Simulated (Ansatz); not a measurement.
```
atom    x (Å)    y (Å)    z (Å)
  Pb   0.9766   1.0407  -0.3981
   O  -0.6780  -0.5833  -0.4309
   O  -0.2986  -0.4574   0.8290
```

Geometry: r2SCAN-D4/def2-TZVP; core potentials replace the inner electrons of Pb.

Level of theory: UKS PBE0-D4/def2-TZVP (Ansatz 0.2.0).

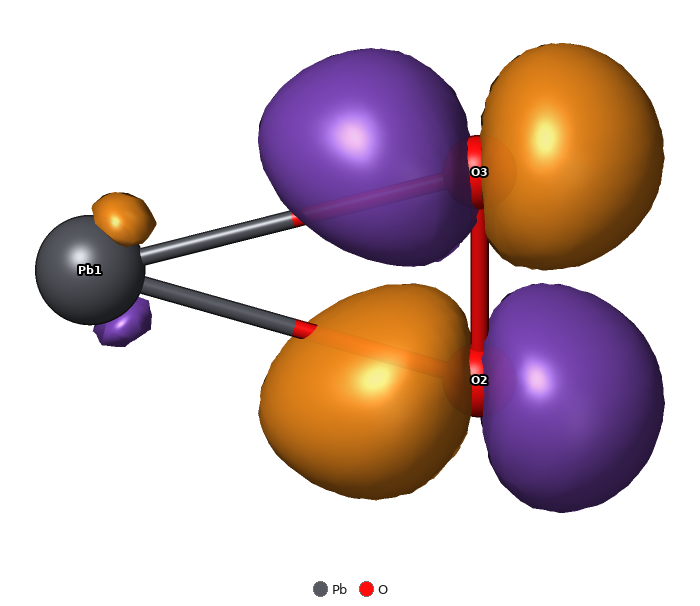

O2Pb (triplet). One frontier orbital at ±0.2 Å⁻³ᐟ² (orange and purple are the two phases), seen at a tilt.

**Which orbital is it: HOMO (β) or LUMO (β)?**

The HOMO (β), at −7.01 eV. By Hirshfeld shares it lies mainly on O2 (about 40 %), O3 (about 40 %) and Pb1 (about 20 %); it is symmetric in the molecular plane (an in-plane orbital: σ, lone-pair or in-plane π type).
